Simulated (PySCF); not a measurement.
C3H12O2Si3

Input file:

```
{"job": {"kind": "nmr", "xc": "PBE0", "basis": "pcSseg-1", "pop": false}, "charge": 0, "multiplicity": 1}
C     -1.677717    -0.430751    -1.140497
C     -2.429352    -0.074399    -0.017029
C     -2.838836     1.247816     0.218862
Si    -0.691193     0.982661     0.247919
O     -0.734187     1.337434     1.847557
O      0.709487     0.117491     0.133347
Si     2.028295    -0.550072     0.801803
Si     3.249683    -1.367146    -0.962712
H     -1.829108     0.100453    -2.063932
H     -1.336194    -1.445928    -1.244135
H     -2.519739    -0.789575     0.789453
H     -3.404792     1.454920     1.109489
H     -3.086679     1.864526    -0.628013
H     -0.463996     2.045159    -0.703504
H      0.063406     1.291712     2.372564
H      1.567785    -1.541601     1.790648
H      2.661423     0.511504     1.609723
H      2.566480    -2.396229    -1.759021
H      3.686367    -0.351850    -1.929550
H      4.478868    -2.006125    -0.472972
```

Launched as:

```sh
OMP_NUM_THREADS=1 python ens_run.py task.json out
```

Geometry: GFN2-xTB.

Computed with PBE0/pcSseg-1, SCF density, gas phase, non-relativistic (PySCF).

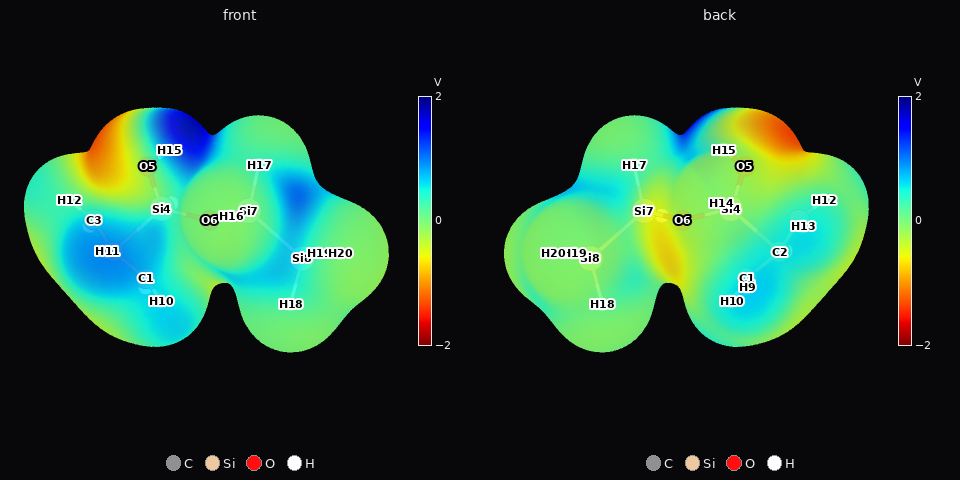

Figure 1. The molecular electrostatic potential painted on the density surface at 0.001 e/bohr³, seen from the front and from behind; the colour scale runs from red (negative) to blue (positive).

Describe the electrostatic potential map.

The most negative region (about −1.3 V) lies over O5, the most positive (about +1.7 V) over H15. O5 is the likeliest acceptor of a hydrogen bond.

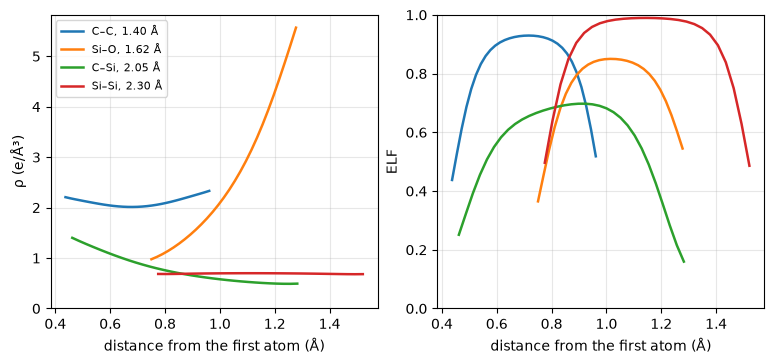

Figure 2. Electron density and ELF along straight lines between neighbouring atoms. The curves leave out the atomic cores.

What can be read from the curves?

C–C (1.40 Å): ρ is about 2 e/Å³ halfway; the ELF peaks at about 0.95 between the atoms; localised, covalent bonding.
Si–O (1.62 Å): ρ at the midpoint is about 1.1 e/Å³; the ELF peaks at about 0.85 between the atoms: a polar covalent bond.
C–Si (2.05 Å): ρ is about 0.56 e/Å³ halfway, with its minimum of 0.49 e/Å³ about 1.3 Å from C; the ELF peaks at about 0.70 between the atoms.
Si–Si (2.30 Å): the density is about 0.7 e/Å³ at the midpoint; the ELF peaks at about 1 between the atoms, as expected for localised, covalent bonding.
